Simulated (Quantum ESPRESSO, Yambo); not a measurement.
# Quasiparticle gap of KI (Fm-3m) in Yambo, part 2 of 2

Wanted: ground state, empty states, screening and self-energy for KI (Fm-3m).

Quantum ESPRESSO 7.5 and Yambo 5.3.0; PBE and many-body steps on it, plane waves. Known limits of the many-body steps: not at the basis limit; no spin-orbit coupling.

So far. Step 2 (Ground state): The gap is direct, at Γ. Step 3 (Bands along the symmetry lines): The gap is 3.968 eV, as in the run before at this level.

**4. Empty states on the mesh, 4×4×4 mesh, 296 bands**

Level of this step: DFT, PBE, plane waves, norm-conserving pseudopotentials (Quantum ESPRESSO).

The sums over transitions need many empty states on a uniform mesh; this step solves for them.

File pw.in:

```
&control
  calculation = 'nscf'
  prefix = 'x'
  outdir = 'o'
  pseudo_dir = 'pseudo'
/
&system
  ibrav = 0
  nat = 2
  ntyp = 2
  ecutwfc = 76.0
  nbnd = 296
  force_symmorphic = .true.
/
&electrons
  conv_thr = 1e-9
  electron_maxstep = 80
  diago_full_acc = .true.
  diago_thr_init = 5e-6
/
ATOMIC_SPECIES
  K 39.098 K.upf
  I 126.9 I.upf
CELL_PARAMETERS angstrom
  0.0000000000 3.5327750000 3.5327750000
  3.5327750000 0.0000000000 3.5327750000
  3.5327750000 3.5327750000 -0.0000000000
ATOMIC_POSITIONS crystal
  K 0.0000000000 0.0000000000 0.0000000000
  I 0.5000000000 0.5000000000 0.5000000000
K_POINTS automatic
  4 4 4 0 0 0
```

Started as:

```sh
> OMP_NUM_THREADS=1 mpirun -n 4 pw.x -nk 4 -in pw.in > pw.out
```

Output:

```text
[banner, memory and clock lines left out]
Program PWSCF v.7.5 starts

     Atomic positions and unit cell read from directory:
     o/x.save/

     Message from routine setup:
     using ibrav=0 with symmetry is DISCOURAGED, use correct ibrav instead

     G-vector sticks info

     bravais-lattice index     =            0
     lattice parameter (alat)  =       9.4413  a.u.
     unit-cell volume          =     595.0789 (a.u.)^3
     number of atoms/cell      =            2
     number of atomic types    =            2
     number of electrons       =        34.00
     number of Kohn-Sham states=          296
     kinetic-energy cutoff     =      76.0000  Ry
     charge density cutoff     =     304.0000  Ry
     Exchange-correlation= PBE
                           (   1   4   3   4   0   0   0)

     celldm(1)=   9.441258  celldm(2)=   0.000000  celldm(3)=   0.000000
     celldm(4)=   0.000000  celldm(5)=   0.000000  celldm(6)=   0.000000

     crystal axes: (cart. coord. in units of alat)
               a(1) = (   0.000000   0.707107   0.707107 )
               a(2) = (   0.707107   0.000000   0.707107 )
               a(3) = (   0.707107   0.707107  -0.000000 )

     reciprocal axes: (cart. coord. in units 2 pi/alat)
               b(1) = ( -0.707107  0.707107  0.707107 )
               b(2) = (  0.707107 -0.707107  0.707107 )
               b(3) = (  0.707107  0.707107 -0.707107 )
     Pseudo is Norm-conserving + core correction, Zval =  9.0
     Generated using ONCVPSP code by D. R. Hamann
     Using radial grid of 2222 points,  6 beta functions with:
     Pseudo is Norm-conserving + core correction, Zval = 25.0
     Generated using ONCVPSP code by D. R. Hamann
     Using radial grid of 1188 points,  8 beta functions with:
     K                 9.00    39.09800     K ( 1.00)
     I                25.00   126.90000     I ( 1.00)

     48 Sym. Ops., with inversion, found

   Cartesian axes

     site n.     atom                  positions (alat units)
         1        K      tau(   1) = (   0.0000000   0.0000000   0.0000000  )
         2        I      tau(   2) = (   0.7071068   0.7071068   0.7071068  )

     number of k points=     8
                       cart. coord. in units 2pi/alat
        k(    1) = (   0.0000000   0.0000000   0.0000000), wk =   0.0312500
        k(    2) = (   0.1767767   0.1767767  -0.1767767), wk =   0.2500000
        k(    3) = (  -0.3535534  -0.3535534   0.3535534), wk =   0.1250000
[...]
k(    7) = (  -0.7071068   0.0000000   0.0000000), wk =   0.0937500
        k(    8) = (  -0.7071068   0.3535534   0.0000000), wk =   0.1875000

     Dense  grid:    53377 G-vectors     FFT dimensions: (  54,  54,  54)

     The potential is recalculated from file :
     o/x.save/charge-density

     Starting wfcs are   18 randomized atomic wfcs +  278 random wfcs

     Band Structure Calculation

     End of band structure calculation

          k = 0.0000 0.0000 0.0000 (  6615 PWs)   bands (ev):

  -170.5835-117.4416-117.4416-117.4416 -39.8304 -39.8304 -39.8214 -39.8214
   -39.8214 -25.6599  -9.1471  -9.1471  -9.1471  -7.6826   2.8347   2.8347
     2.8347   6.8023   9.3581   9.3581   9.3581  10.0787  10.0787  12.6277
    15.5384  15.5384  15.5384  15.8454  15.8454  15.8454  17.8809  17.8809
[...]
[... 25 further rows ...]
[...]
k = 0.1768 0.1768-0.1768 (  6639 PWs)   bands (ev):

  -170.5835-117.4417-117.4416-117.4416 -39.8368 -39.8368 -39.8294 -39.8257
[...]
[... 25 further rows ...]
[...]
k =-0.3536-0.3536 0.3536 (  6658 PWs)   bands (ev):

  -170.5835-117.4418-117.4417-117.4417 -39.8399 -39.8399 -39.8382 -39.8285
[...]
[... 25 further rows ...]
   116.8898 117.3956 117.5478 117.5478 117.7677 117.7722 117.7722 118.2188
   118.2188 118.5394 119.7258 119.7258 120.0738 121.6470 122.8641 122.8641

          k = 0.3536 0.0000 0.0000 (  6643 PWs)   bands (ev):

     [... further k-points ...]

     highest occupied, lowest unoccupied level (ev):     2.8347    6.8023

     XML data file, pseudopotentials, collected wavefunctions
```

Wall time 44 s (4 MPI ranks of Intel Xeon 6975P-C (Granite Rapids), shared host); peak memory 0.94 GiB.

This step gave:

- gap: 3.968 eV
- k of the valence top: 0, 0, 0
- k of the conduction bottom: 0, 0, 0
- least direct gap: 3.968 eV
- k points computed: 8
- lowest point of the top converged band, above the valence top: 117.5029 eV

On this mesh the gap is 3.968 eV.

**5. Conversion and set-up**

This step: Yambo 5.3.0; conversion and set-up on PBE, plane waves, norm-conserving pseudopotentials.

The states are converted to the many-body program's format and the q mesh is built.

Started as:

```sh
> (cd o/x.save; p2y > p2y.log; mv SAVE ../..); yambo > setup.log
```

Output:

```text
 Yambo, version 5.3.0

 [02] CORE Variables Setup
 =========================

  [02.01] Unit cells
  ==================

  Cell kind             :  FCC
  Atoms in the cell     :  K  I
  number of K  atoms    :  1
  number of I  atoms    :  1

  List of atomic masses
  Mass of K     :  39.09800
  Mass of I     :  126.9000

  List of atomic coordinates    : [cc]
  K1       :  0.000000  0.000000  0.000000  order 1
  I1       :  6.675977  6.675977  6.675977  order 2

  Alat factors          :  6.675977  6.675977  6.675977 [a.u.]
  Direct lattice volume :  595.0789 [a.u.]
  Direct lattice vectors:  A[ 1 ]  A[ 2 ]  A[ 3 ]
   A[ 1 ]:  0.000000  1.000000  1.000000  [iru]
   0.000000  6.675977  6.675977  [cc]
   A[ 2 ]:  1.000000  0.000000  1.000000  [iru]
   6.675977  0.000000  6.675977  [cc]
   A[ 3 ]:  1.000000  1.000000 -0.000000  [iru]
   6.675977  6.675977 -0.000000  [cc]

  Recip. lattice volume :  0.416836 [a.u.]
  Recip. lattice vectors:  B[ 1 ]  B[ 2 ]  B[ 3 ]
   B[ 1 ]: -0.500000  0.500000  0.500000  [iku]
  -0.470582  0.470582  0.470582  [cc]
   B[ 2 ]:  0.500000 -0.500000  0.500000  [iku]
   0.470582 -0.470582  0.470582  [cc]
   B[ 3 ]:  0.500000  0.500000 -0.500000  [iku]
   0.470582  0.470582 -0.470582  [cc]

  [02.02] Symmetries
  ==================

  Inversion symmetry    : yes
  Spatial inversion     : yes
  Inversion index       :  25
  K-space Time-reversal : no
  Magnetic symmetries   : no
  Group table correct   : yes
  Symmetries units      :  [cc]

   [S  1]:   1.0000      0.66965E-17  0.66965E-17  0.66965E-17   1.0000     -0.66965E-17 -0.66965E-17 -0.66965E-17   1.0000
   [S  2]:  -1.0000     -0.66965E-17  0.66965E-17 -0.66965E-17  -1.0000     -0.66965E-17  0.66965E-17  0.66965E-17   1.0000
   [S  3]:  -1.0000      0.66965E-17 -0.66965E-17 -0.66965E-17   1.0000      0.66965E-17  0.66965E-17 -0.66965E-17  -1.0000
[...]
[... 36 further rows ...]
   [S 47]:  0.66965E-17   1.0000     -0.66965E-17 -0.66965E-17  0.66965E-17  -1.0000       1.0000     -0.66965E-17  0.66965E-17
   [S 48]:  0.66965E-17  -1.0000      0.66965E-17 -0.66965E-17 -0.66965E-17   1.0000       1.0000      0.66965E-17 -0.66965E-17

  [02.03] Reciprocal space
  ========================

  nG shells         :   461
  nG charge         :   53377
  nG WFs            :   7773
  nC WFs            :   6710
  G-vecs. in first 46 shells:  [ Number ]
     1    9   15   27   51   59   65   89  113
    137   169   181   229   259   283   307   331   339
    387   411   459   531   537   561   609   645   701
[...]
1639
  ...
  Shell energy in first 46 shells:  [ mHa ]
[...]
8414.99      8857.89      9190.06      9300.78      9743.67      10075.8      10629.5      10961.6      11072.4
    11515.3      11847.4      11958.1      12733.2      12843.9      13286.8      13619.0      14172.6      14504.8
    14615.5
  ...

[...]
K/Q-points units:
  rlu = crystal or reduced units; cc = cartesian coordinates; iku = interal k-units

  K [1]          [rlu]:  0.000000  0.000000  0.000000
         WF components:   6615
  K [2]          [rlu]: -0.66843E-18 -0.66843E-18  0.25000
         WF components:   6639
  K [3]          [rlu]:  0.13369E-17  0.13369E-17 -0.50000
         WF components:   6658
  K [4]          [rlu]:  0.20426E-17  0.25000      0.25000
         WF components:   6643
  K [5]          [rlu]:  0.20221E-16  0.25000     -0.50000
         WF components:   6674
  [... 2 further k-points ...]
  K [8]          [rlu]:  0.250000 -0.500000 -0.250000
         WF components:   6652

  [02.05] Energies & Occupations
  ==============================

  [X] === General ===
  [X] Electronic Temperature                        :  0.000000  0.000000 [eV K]
  [X] Bosonic    Temperature                        :  0.000000  0.000000 [eV K]
  [X] Finite Temperature mode                       : no
  [X] El. density                                   :  0.38557E+24 [cm-3]
  [X] Fermi Level                                   :  2.834744 [eV]

  [X] === Gaps and Widths ===
  [X] Conduction Band Min                           :  3.967596 [eV]
  [X] Valence Band Max                              :  0.000000 [eV]
  [X] Filled Bands                                  :  17
  [X] Empty Bands                                   :   18  296
  [X] Direct Gap                                    :  3.967596 [eV]
  [X] Direct Gap localized at k                     :  1
  [X] Indirect Gap                                  :  3.967596 [eV]
  [X] Indirect Gap between kpts                     :  1  1
  [X] Last valence band width                       :  0.596216 [eV]
  [X] 1st conduction band width                     :  2.515619 [eV]

  E @ K [1]:  [eV]
  -173.4182 -120.2763 -120.2763 -120.2763  -42.6651  -42.6651  -42.6562  -42.6562
   -42.656      -28.495      -11.982      -11.982      -11.982      -10.517     -0.64586E-10 -0.17796E-10
   0.000000  3.967596  6.523315  6.523315  6.523315  7.243998  7.243998  9.792981
[...]
occ @ K [1]
[...]
E @ K [2]:  [eV]
[...]
occ @ K [2]
[...]
E @ K [3]:  [eV]
[...]
occ @ K [3]
[...]
E @ K [4]:  [eV]
[...]
occ @ K [4]
[...]
E @ K [5]:  [eV]
[...]
occ @ K [5]
[...]
[... 2 further k-points ...]
  E @ K [8]:  [eV]
[...]
occ @ K [8]
[...]
0.000000  0.000000  0.000000  0.000000  0.000000  0.000000  0.000000  0.000000
   0.000000  0.000000  0.000000  0.000000  0.000000  0.000000  0.000000  0.000000

 [03] Transferred momenta grid and indexing
 ==========================================

 IBZ Q-points                                      :   8
 BZ  Q-points                                      :   64

 K/Q-points units:
 rlu = crystal or reduced units; cc = cartesian coordinates; iku = interal k-units

 Q [1]          [rlu]:  0.000000  0.000000  0.000000
 Q [2]          [rlu]: -0.66843E-18 -0.66843E-18  0.25000
 Q [3]          [rlu]:  0.13369E-17  0.13369E-17 -0.50000
[...]
Q [7]          [rlu]: -0.40852E-17 -0.50000     -0.50000
 Q [8]          [rlu]:  0.250000 -0.500000 -0.250000

  [03.01] X indexes
  =================

   [03.01.01] Sigma indexes
   ========================

 [06] Game Over & Game summary
```

Run time: 4.3 s. Hardware: 1 MPI rank; peak memory 0.26 GiB.

**6. Screening and self-energy, 4×4×4 mesh, 296 bands, screening to 210.9 eV**

G0W0 replaces the xc potential by the self-energy, built once from these orbitals. Only a window of levels is corrected, while the sums run over the empty bands that the input names.

This step: G0W0 on PBE, plane waves, norm-conserving pseudopotentials.

File gw1.in:

```
HF_and_locXC
gw0
dyson
ppa
em1d
rim_cut
RandQpts= 1000000
RandGvec= 1 RL
EXXRLvcs= 76 Ry
VXCRLvcs= 304 Ry
Chimod= "HARTREE"
% BndsRnXp
 1 | 296 |
%
NGsBlkXp= 15.5 Ry
% LongDrXp
 1 | 1 | 1 |
%
% GbndRnge
 1 | 296 |
%
DysSolver= "n"
ExtendOut
PPAPntXp= 27.21138 eV
% QPkrange
 1 | 1 | 16 | 19 |
%
```

Started as:

```sh
> OMP_NUM_THREADS=1 mpirun -n 4 yambo -F gw1.in -J gw1 -C gw1 > gw1.log
```

Output:

```text
 Yambo, version 5.3.0

 [02] CORE Variables Setup
 =========================

  [... cell, symmetries and grids as in the set-up ...]

  [02.05] Energies & Occupations
  ==============================

  [X] === General ===
  [X] Electronic Temperature                        :  0.000000  0.000000 [eV K]
  [X] Bosonic    Temperature                        :  0.000000  0.000000 [eV K]
  [X] Finite Temperature mode                       : no
  [X] El. density                                   :  0.38557E+24 [cm-3]
  [X] Fermi Level                                   :  2.834744 [eV]

  [X] === Gaps and Widths ===
  [X] Conduction Band Min                           :  3.967596 [eV]
  [X] Valence Band Max                              :  0.000000 [eV]
  [X] Filled Bands                                  :  17
  [X] Empty Bands                                   :   18  296
  [X] Direct Gap                                    :  3.967596 [eV]
  [X] Direct Gap localized at k                     :  1
  [X] Indirect Gap                                  :  3.967596 [eV]
  [X] Indirect Gap between kpts                     :  1  1
  [X] Last valence band width                       :  0.596216 [eV]
  [X] 1st conduction band width                     :  2.515619 [eV]

 [03] Transferred momenta grid and indexing
 ==========================================

 IBZ Q-points                                      :   8
 BZ  Q-points                                      :   64

 K/Q-points units:
 rlu = crystal or reduced units; cc = cartesian coordinates; iku = interal k-units

 Q [1]          [rlu]:  0.000000  0.000000  0.000000
 Q [2]          [rlu]: -0.66843E-18 -0.66843E-18  0.25000
 Q [3]          [rlu]:  0.13369E-17  0.13369E-17 -0.50000
 Q [4]          [rlu]:  0.20426E-17  0.25000      0.25000
 Q [5]          [rlu]:  0.31425E-16  0.25000      0.50000
 Q [6]          [rlu]:  0.13369E-17  0.25000     -0.25000
 Q [7]          [rlu]: -0.40852E-17 -0.50000     -0.50000
 Q [8]          [rlu]:  0.250000 -0.500000 -0.250000

 [04] Coloumb potential Random Integration (RIM)
 ===============================================

  [04.01] RIM initialization
  ==========================

  * Diagonal components only detected *

  8 x (sBL volume)        :  0.052104 [a.u.]
  sBZ random points       :  1000000
  Points outside the sBZ  :   7968281
  RL volume               :  0.416836 [a.u.]
  Integrated volume       :  0.418495 [a.u.]

  [04.02] RIM integrals
  =====================

  Gamma point sphere radius             :  0.067750 [a.u.]
  Points outside the sphere             :   800476
  [Int_sBZ(q=0) 1/q^2]*(Vol_sBZ)^(-1/3) =:  7.776341
                                 should be <:  7.795600

  Summary of Coulomb integrals for non-metallic bands |Q|[au] RIM/Bare

  Q [1] 0.100000E-4 0.997530 * Q [2] 0.203768 1.068480
  Q [4] 0.235291 1.066792 * Q [6] 0.332752 1.029814
  Q [5] 0.390186 1.022655 * Q [3] 0.407536 1.020683
  Q [7] 0.470582 1.017590 * Q [8] 0.526126 1.014612

 [05] Dipoles
 ============

  [05.01] Setup: observables and procedures
  =========================================

 [06] Dynamic Dielectric Matrix (PPA)
 ====================================

 [WR./gw1//ndb.pp]---------------------------------------------------------------
  Brillouin Zone Q/K grids (IBZ/BZ)                :    8   64    8   64
  RL vectors                                       :   7799 [WF]
  Coulomb cutoff potential                         : none
  Electronic Temperature                           :  0.000000 [K]
  Bosonic    Temperature                           :  0.000000 [K]
  PPA    diel. fun.  energies                      : Perdew, Burke & Ernzerhof(X)+Perdew, Burke & Ernzerhof(C)
  wavefunctions                                    : Perdew, Burke & Ernzerhof(X)+Perdew, Burke & Ernzerhof(C)
  Global Gauge                                     : length
  X matrix size                                    :   701
  X band range                                     :    1  296
  X e/h energy range                               : -1.000000 -1.000000 [eV]
  X Time ordering                                  : R
  X Hxc Kernel                                     : HARTREE
  X Drude frequency                                :  0.000000  0.000000
  X poles                                          :  100.0000 [o/o]
  RL vectors in the sum                            :   7799
  [r,Vnl] included                                 : yes
  Field direction                                  :  0.577350E-5  0.577350E-5  0.577350E-5
  BZ energy Double Grid                            : no
  BZ energy DbGd points                            : 0
  BZ Q point size factor                           : -1.000000
  X Optical Averaged directions                    : none

 [07] Local Exchange-Correlation + Non-Local Fock
 ================================================

 [VXC] Plane waves :   53377
 [EXS] Plane waves :   6735

 QP @ state[ 1 ] K range:  1  1
 QP @ state[ 1 ] b range:  16  19

 [xc] Functional : Perdew, Burke & Ernzerhof(X)+Perdew, Burke & Ernzerhof(C)
 [xc] LIBXC used to calculate xc functional
  PP Number of Atomic Species                      :  2
  NLCC RL compoments                               :   53377
  PP Number of Atomic Species                      :  2
  NLCC RL compoments                               :   53377

 [xc] E_xc :  -26.22148 [Ha]
      E_xc :  -52.44295 [Ry]

  Local XC kind (lXC) : Perdew, Burke & Ernzerhof(X)+Perdew, Burke & Ernzerhof(C)
  Non-Local XC kind (nlXC) : Hartree-Fock

  Corrections @ K [1] :  [eV]
 <16|nlXC|16> = -16.25157 -0.10028E-17 <16|lXC|16> = -13.18414  0.000000
 <17|nlXC|17> = -16.25153 -0.64160E-17 <17|lXC|17> = -13.18414  0.000000
 <18|nlXC|18> = -3.749256  0.32315E-17 <18|lXC|18> = -7.190462 -0.94408E-16
 <19|nlXC|19> = -3.670870 -0.42845E-18 <19|lXC|19> = -7.985011  0.000000

 [08] Dyson equation: Newton solver
 ==================================

  [08.01] G0W0 (W PPA)
  ====================

  [  GW  ] Bands range     :    1  296
  [GW/PPA] G damping       :  0.100000 [eV]

  QP @ state[ 1 ] K range:  1  1
  QP @ state[ 1 ] b range:  16  19

   Sc/G bands                                       :    1  296
   Sc/G damping                                     :  0.100000 ev
   Sc bands terminator                              : no
   Sx RL components                                 :   6735

   QP @ state[ 1 ] K range                          :  1  1
   QP @ state[ 1 ] b range                          :  16  19
   GF energies kind                                 : Perdew, Burke & Ernzerhof(X)+Perdew, Burke & Ernzerhof(C)
   GF WF`s kind                                     : Perdew, Burke & Ernzerhof(X)+Perdew, Burke & Ernzerhof(C)
   Xs energies kind                                 : Perdew, Burke & Ernzerhof(X)+Perdew, Burke & Ernzerhof(C)
   Xs WF`s kind                                     : Perdew, Burke & Ernzerhof(X)+Perdew, Burke & Ernzerhof(C)

 [11] Game Over & Game summary
```

It took 17 min on 4 MPI ranks; peak memory 2.6 GiB; 68 min of CPU time.

Numbers from this step:

| Item | Value |
| --- | --- |
| G0W0 gap on the points computed | 6.137 eV |
| starting gap on the mesh | 3.968 eV |
| k of the valence top | 0, 0, 0 |
| k of the conduction bottom | 0, 0, 0 |
| least direct G0W0 gap on the computed points | 6.137 eV |
| Z at the valence top | 0.8251 |
| Z at the conduction bottom | 0.8626 |

The gap on the mesh goes from 3.97 eV to 6.14 eV, a correction of +2.17 eV.

Limits: finite bands, cutoff and mesh; no spin-orbit coupling. v1 is the top filled band, c1 the lowest empty one. The levels before and after the correction (eV, zero at the valence-band top of each column):

```csv
,conduction bottom,valence top
Kohn-Sham,3.97,0.00
G0W0,6.14,0.00
```

```csv
,level,energy (eV)
Kohn-Sham,Γ v2-v1,0.000
Kohn-Sham,Γ c1,3.968
Kohn-Sham,Γ c2,6.523
G0W0,Γ v2-v1,0.000
G0W0,Γ c1,6.137
G0W0,Γ c2,9.297
```

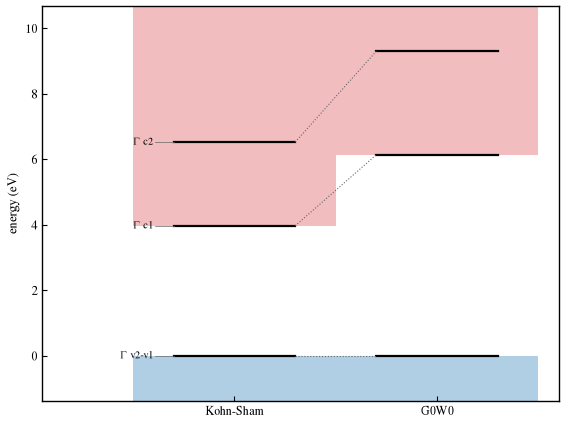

Levels before and after the correction. Shaded: valence and conduction bands.

**7. Where the time went**

Times are wall times on the hardware named with each run, good to a factor of about two.

```csv
step,time,share,memory (GiB)
ground state,11 s,1 %,0.39
bands along the symmetry lines,12 s,1 %,0.33
empty states on the mesh,44 s,4 %,0.94
conversion and set-up,4.3 s,0 %,0.26
screening and self-energy,17 min,94 %,2.6
```

**8. Summary of results**

| Item | Value |
| --- | --- |
| PBE gap | 3.97 eV, direct |
| G0W0 gap on the mesh | 6.14 eV |
| GW settings | 4×4×4 mesh, 296 bands, screening to 210.9 eV, Godby-Needs plasmon pole |
| known limits | not at the basis limit; no spin-orbit coupling |

**Reading.** G0W0 moves the gap on the mesh from 3.97 eV to 6.14 eV (+2.17 eV), with Z of 0.83 and 0.86 at the edges. Only 1 of the mesh's irreducible points was corrected, so a valley elsewhere could overtake. The dearest step here is «screening and self-energy». Bands and cutoff are finite, so the gap is not at the basis limit. The miss can reach some tenths of an eV and take either sign; the mesh is an error of its own. In the G0W0 run levels were corrected at 1 k point alone, so a gap called «on the mesh» is the least over those, and an edge elsewhere would be missed. The many-body steps are scalar-relativistic: spin-orbit coupling is not in them.

[Paths, hosts, dates, memory and timing lines, banners, echoed tables and standing remarks are left out of the program output.]

[Logs are printed without paths, hosts, clocks, repeated set-up lines and the standing remarks that a program may print on its own settings, such as how far it seeks lower states.]

[Runs of the session that timed out or met a known fault of the program may be left out.]

[Hosts, paths, dates, database ids (printed as entryN), source tags and the programs' standing remarks are cut or masked in the printed files.]
